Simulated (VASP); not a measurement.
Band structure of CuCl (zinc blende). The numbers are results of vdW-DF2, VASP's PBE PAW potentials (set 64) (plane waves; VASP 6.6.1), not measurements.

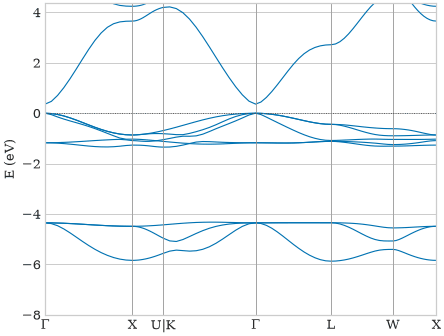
Figure. Bands along high-symmetry lines, zero at the valence-band maximum or, without a gap, the Fermi level

### Question
Read the plot: is there a gap, and where are the band edges?

### Answer
The gap is direct, 0.36 eV, from the valence maximum at Γ to the conduction minimum at Γ. (Edges off the drawn lines would not show.)

Measured: gap 3.39 eV at 2 K (computed value off by -3.03 eV), as given by arXiv:1206.3780.

The compound is CuCl in the zinc blende structure. It was relaxed first, which changed the volume by +11 %.
